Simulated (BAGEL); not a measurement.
**B2H6O2 (SMILES [BH2-]1[OH+][BH2-][OH+]1) at B3LYP/def2-SVP (density fitting with qzvpp-jkfit)**

What is the energy change on altering one bond length of B2H6O2 at B3LYP/def2-SVP (density fitting with qzvpp-jkfit)? 

The results are computed with BAGEL 1.2.2.

## (1) The structure to begin with

B2H6O2: 10 atoms, total charge 0, spin state singlet. SMILES: `[BH2-]1[OH+][BH2-][OH+]1`. The shape is that of a PBE0-D4/def2-TZVP optimisation.

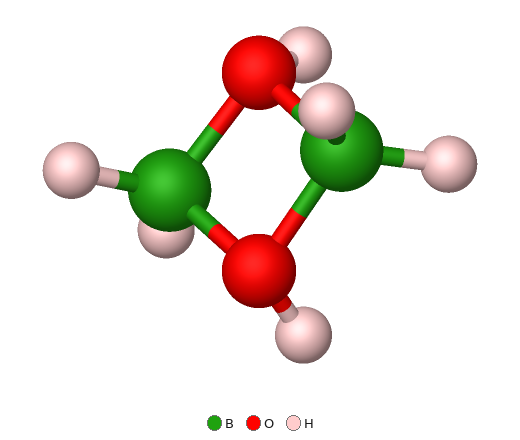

The structure, seen from a chosen angle (boron green, oxygen red, hydrogen pink).

## (2) A single-point energy at B3LYP/def2-SVP (density fitting with qzvpp-jkfit)

File input.json:

```json
{ "bagel" : [

{
  "title" : "molecule",
  "basis" : "svp",
  "df_basis" : "qzvpp-jkfit",
  "angstrom" : true,
  "geometry" : [
    { "atom" : "B", "xyz" : [      -0.454300,       0.871100,      -0.485000 ] },
    { "atom" : "O", "xyz" : [      -1.010100,      -0.446200,       0.134100 ] },
    { "atom" : "B", "xyz" : [       0.389600,      -0.696200,       0.771200 ] },
    { "atom" : "O", "xyz" : [       0.974600,       0.554700,       0.049600 ] },
    { "atom" : "H", "xyz" : [      -0.497800,       0.855800,      -1.688200 ] },
    { "atom" : "H", "xyz" : [      -0.907900,       1.818900,       0.085900 ] },
    { "atom" : "H", "xyz" : [      -1.225800,      -1.099300,      -0.535700 ] },
    { "atom" : "H", "xyz" : [       0.888100,      -1.718000,       0.374900 ] },
    { "atom" : "H", "xyz" : [       0.345300,      -0.508400,       1.951400 ] },
    { "atom" : "H", "xyz" : [       1.581300,       0.316300,      -0.655300 ] }
  ]
},

{ "title" : "ks", "xc_func" : "b3lyp" },

{ "title" : "print", "file" : "orbitals.molden", "orbitals" : true }

]}
```

Started as:

```bash
$ BAGEL_NUM_THREADS=1 BAGEL input.json > input.out
```

The log of the run:

```text
* using 1 threads per process

  ===============================================================
  ===============================================================

  *** Geometry ***

  { "atom" : "B", "xyz" : [     -0.858503,      1.646140,     -0.916517 ] },
  { "atom" : "O", "xyz" : [     -1.908812,     -0.843196,      0.253412 ] },
  { "atom" : "B", "xyz" : [      0.736237,     -1.315627,      1.457357 ] },
  { "atom" : "O", "xyz" : [      1.841727,      1.048231,      0.093730 ] },
  { "atom" : "H", "xyz" : [     -0.940706,      1.617228,     -3.190236 ] },
  { "atom" : "H", "xyz" : [     -1.715682,      3.437223,      0.162327 ] },
  { "atom" : "H", "xyz" : [     -2.316426,     -2.077376,     -1.012326 ] },
  { "atom" : "H", "xyz" : [      1.678266,     -3.246549,      0.708458 ] },
  { "atom" : "H", "xyz" : [      0.652522,     -0.960737,      3.687612 ] },
  { "atom" : "H", "xyz" : [      2.988224,      0.597720,     -1.238338 ] },

  Number of auxiliary basis functions:      412

  Since a DF basis is specified, we compute 2- and 3-index integrals:
    o Being stored without compression. Storage requirement is 0.024 GB

  Number of basis functions:       86
  Number of electrons      :       32

    * METHOD: MOLECULE                             0.14

  *** Kohn-Sham DFT ***

    * Removing 20355 points whose weight is below 1.00e-10
    * Grid points: 128705

  === Nuclear Repulsion ===
   122.5349905246

       - DIIS with orbital gradients will be used.

  === KS iteration (b3lyp / svp) ===
      0       -175.56939118          0.13241896           0.29
      1       -165.33015251          0.13984039           0.28
      2       -178.74091945          0.15932355           0.27
      3       -199.99641065          0.08522231           0.28
      4       -201.09769021          0.07459625           0.28
      5       -201.87866583          0.06256789           0.28
      6       -202.86820771          0.04301441           0.28
      7       -203.49311301          0.02226123           0.28
      8       -203.68077326          0.00085165           0.28
      9       -203.68104387          0.00023722           0.28
     10       -203.68106695          0.00007722           0.27
     11       -203.68106907          0.00003280           0.27
     12       -203.68106948          0.00000647           0.28
     13       -203.68106950          0.00000159           0.28
     14       -203.68106950          0.00000062           0.28
     15       -203.68106950          0.00000016           0.28
     16       -203.68106950          0.00000003           0.27
     17       -203.68106950          0.00000001           0.28
    * SCF iteration converged.

    * Permanent dipole moment:
           (   -0.266893,     0.608934,     0.938781) a.u.

    * METHOD: KS                                   5.63

    * METHOD: PRINT                                0.01

  ===============================================================
```

Run time: 6 s. Hardware: 1 thread of Arm Neoverse V2, shared host; peak memory 0.49 GiB.

## (3) The distorted shape at the same level

File input.json:

```json
{ "bagel": [

{
  "title": "molecule",
  "basis": "svp",
  "df_basis": "qzvpp-jkfit",
  "angstrom": true,
  "geometry": [
    { "atom": "B", "xyz": [      -0.432150,       0.777201,      -1.075096 ] },
    { "atom": "O", "xyz": [      -0.987950,      -0.540099,      -0.455996 ] },
    { "atom": "B", "xyz": [       0.411750,      -0.790099,       0.181104 ] },
    { "atom": "O", "xyz": [       0.996750,       0.460801,      -0.540496 ] },
    { "atom": "H", "xyz": [      -0.475650,       0.761901,      -2.278296 ] },
    { "atom": "H", "xyz": [      -0.885750,       1.725001,      -0.504196 ] },
    { "atom": "H", "xyz": [      -1.203650,      -1.193199,      -1.125796 ] },
    { "atom": "H", "xyz": [       0.910250,      -1.811899,      -0.215196 ] },
    { "atom": "H", "xyz": [       0.345300,      -0.508400,       1.951400 ] },
    { "atom": "H", "xyz": [       1.603450,       0.222401,      -1.245396 ] }
  ]
},

{ "title": "ks", "xc_func": "b3lyp" },

{ "title": "print", "file": "orbitals.molden", "orbitals": true }

]}
```

Started as:

```bash
$ BAGEL_NUM_THREADS=1 BAGEL input.json > input.out
```

The log of the run:

```text
* using 1 threads per process

  ===============================================================
  ===============================================================

  *** Geometry ***

  { "atom" : "B", "xyz" : [     -0.816645,      1.468697,     -2.031637 ] },
  { "atom" : "O", "xyz" : [     -1.866955,     -1.020639,     -0.861708 ] },
  { "atom" : "B", "xyz" : [      0.778095,     -1.493071,      0.342237 ] },
  { "atom" : "O", "xyz" : [      1.883585,      0.870788,     -1.021389 ] },
  { "atom" : "H", "xyz" : [     -0.898848,      1.439784,     -4.305355 ] },
  { "atom" : "H", "xyz" : [     -1.673825,      3.259779,     -0.952792 ] },
  { "atom" : "H", "xyz" : [     -2.274569,     -2.254819,     -2.127446 ] },
  { "atom" : "H", "xyz" : [      1.720123,     -3.423993,     -0.406662 ] },
  { "atom" : "H", "xyz" : [      0.652522,     -0.960737,      3.687612 ] },
  { "atom" : "H", "xyz" : [      3.030081,      0.420277,     -2.353457 ] },

  Number of auxiliary basis functions:      412

  Since a DF basis is specified, we compute 2- and 3-index integrals:
    o Being stored without compression. Storage requirement is 0.024 GB

  Number of basis functions:       86
  Number of electrons      :       32

    * METHOD: MOLECULE                             0.15

  *** Kohn-Sham DFT ***

    * Removing 19802 points whose weight is below 1.00e-10
    * Grid points: 129258

  === Nuclear Repulsion ===
   120.8816830596

       - DIIS with orbital gradients will be used.

  === KS iteration (b3lyp / svp) ===
      0       -175.55686943          0.13188415           0.29
      1       -164.78405175          0.13475465           0.28
      2       -178.65882174          0.15581889           0.28
      3       -197.21495586          0.09623095           0.29
      4       -193.36531673          0.10420077           0.29
      5       -201.35979389          0.06776063           0.29
      6       -201.73495768          0.06283018           0.28
      7       -203.08050187          0.03369898           0.28
      8       -203.58774063          0.00796546           0.29
      9       -203.61021822          0.00362530           0.28
     10       -203.61734075          0.00056287           0.29
     11       -203.61750467          0.00009557           0.28
     12       -203.61751042          0.00004272           0.28
     13       -203.61751120          0.00001825           0.28
     14       -203.61751133          0.00000178           0.28
     15       -203.61751133          0.00000031           0.29
     16       -203.61751133          0.00000006           0.29
     17       -203.61751133          0.00000002           0.28
     18       -203.61751133          0.00000001           0.28
    * SCF iteration converged.

    * Permanent dipole moment:
           (   -0.252001,     0.621016,     1.430863) a.u.

    * METHOD: KS                                   6.06

    * METHOD: PRINT                                0.01

  ===============================================================
```

Wall time 6.6 s (1 thread of Arm Neoverse V2, shared host); peak memory 0.49 GiB.

## (4) Summary of results

Level: B3LYP/def2-SVP (density fitting with qzvpp-jkfit).

| quantity | value |
| --- | --- |
| first shape: total energy | -203.68107 Eh |
| first shape: dipole moment | 2.92 D |
| first shape: HOMO energy | -7.97 eV |
| first shape: LUMO energy | 0.55 eV |
| first shape: HOMO–LUMO gap | 8.52 eV |
| distorted shape: total energy | -203.61751 Eh |
| distorted shape: dipole moment | 4.02 D |
| distorted shape: HOMO energy | -6.97 eV |
| distorted shape: LUMO energy | 0.30 eV |
| distorted shape: HOMO–LUMO gap | 7.27 eV |
| energy change with the B3–H9 bond stretched from 1.196 to 1.794 Å | 1.730 eV |

With the B3–H9 bond stretched from 1.196 to 1.794 Å the energy rises by 1.73 eV (40 kcal/mol). The first shape isn't relaxed at this level, so the change isn't measured from a minimum.
